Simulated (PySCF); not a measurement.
# C3H2F3O (doublet): what the fields show

```tsv
atom	x (Å)	y (Å)	z (Å)
O	2.1177	0.9439	-0.0341
C	1.6667	-0.1491	-0.0160
C	0.2831	-0.6899	-0.0076
C	-0.8138	0.3823	0.0087
F	-0.7651	1.1788	-1.0607
F	-0.7470	1.1577	1.0929
F	-2.0329	-0.1854	0.0132
H	0.1473	-1.3107	-0.8968
H	0.1576	-1.3216	0.8752
```

Geometry: GFN2-xTB.

These are results of PySCF, UKS B3LYP, pcH-1 on C F H O, non-relativistic, mean-field spin-orbit, GIAO, not measurements.

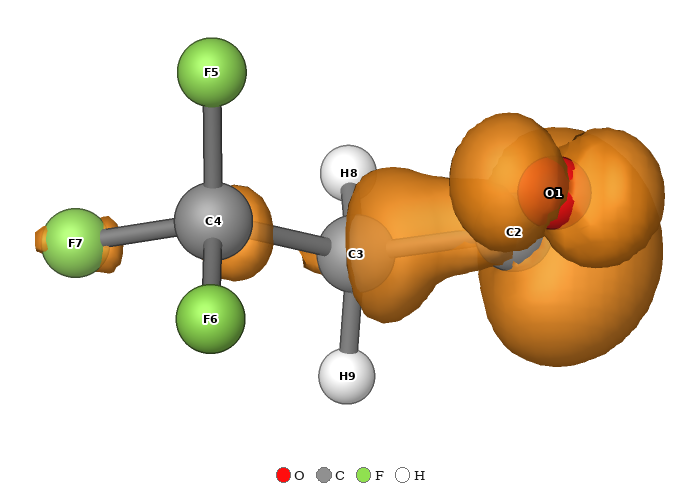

Figure 1. Isosurfaces of the spin density (α minus β) at +0.04 (orange) and −0.04 e/Å³ (purple), seen from one side.

Which atoms carry the spin?

Answer. The unpaired spin (1 electron) lies mostly on C2 (about 0.6), O1 (about 0.3) and C3 (about 0.1), in electrons by Hirshfeld's partition. Only one sign reaches the isovalue.

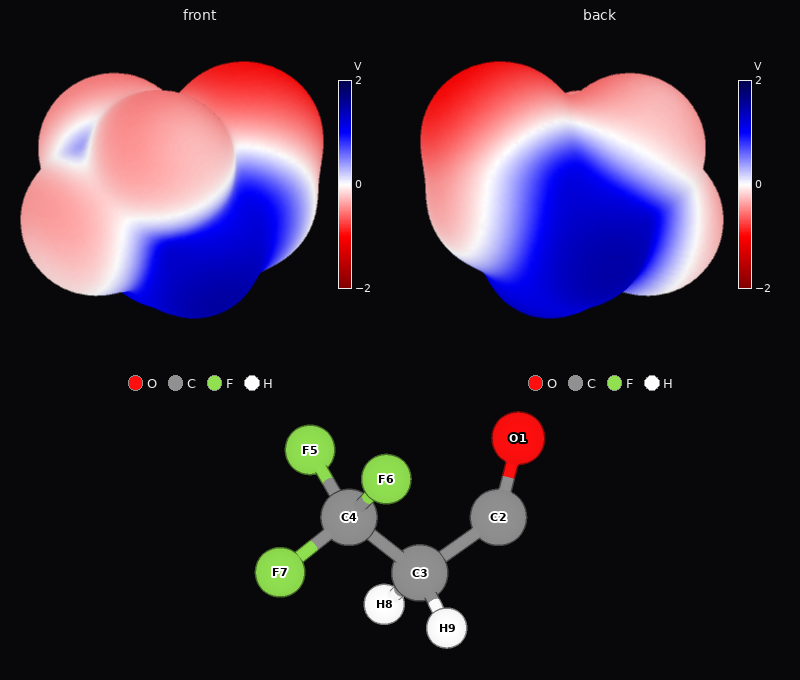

Figure 2. The electrostatic potential painted on the density surface at 0.001 e/bohr³, seen from the front and from behind; red is negative and blue positive. The bare structure is drawn below in the same view.

Describe the electrostatic potential map.

Answer. The most negative region (about −1.0 V) lies over O1, the most positive (about +1.5 V) over H8 and H9.
